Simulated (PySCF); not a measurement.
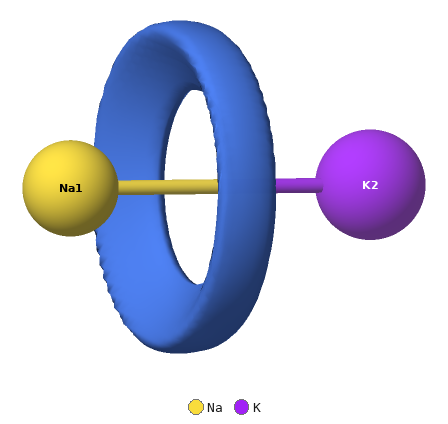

*KNa (Sodium Potassium). Isosurface of the electron localisation function at 0.9 (blue), seen from one side. Only the valence region is drawn (cores and ρ < 0.01 e/Å³ removed).*

Geometry: PBE0-D3(BJ)/def2-TZVP.

All numbers below come from PBE0/pcSseg-2, SCF density, gas phase, non-relativistic in PySCF 2.14.0.

Q: Where are the electrons localised?

A: The surface consists of one lobe of the valence shell of Na pointing towards K (polar bonds).

Values along the shortest contacts:
K–Na (3.55 Å): the ELF is about 0.35 at the midpoint.
